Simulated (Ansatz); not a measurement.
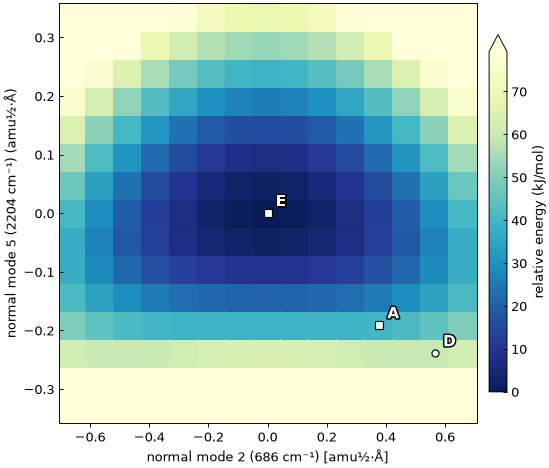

FGeH₂, SMILES [F][GeH2+], charge +1. 
- First axis: normal mode 2 (686 cm⁻¹). Second axis: normal mode 5 (2204 cm⁻¹).
- Nothing is relaxed (straight displacements along the two mass-weighted modes).
- The grid has 15 × 15 points; 120 points were computed and 105 follow by symmetry.
- Points are written as (first, second).
- All energies are given in kJ/mol relative to the lowest grid point.
- Method: RKS PBE0-D4/def2-TZVP (Ansatz).

The picture shows one coloured cell a grid point, one colour for all values above the top of the scale, lettered points.

### Is E the lowest point of the computed grid?

Yes. E, at (0.000 amu½·Å, 0.000 amu½·Å), has the lowest energy of the grid.

### What kind of point is each of A, D, E: minimum, saddle, maximum or slope?

A: on a slope; D: on a slope; E: minimum. (In these two coordinates alone; a stationary point may lie a little off the grid point.)

### Rank the lettered points by energy, lowest first.

E (0 kJ/mol), A (40 kJ/mol), D (60 kJ/mol).
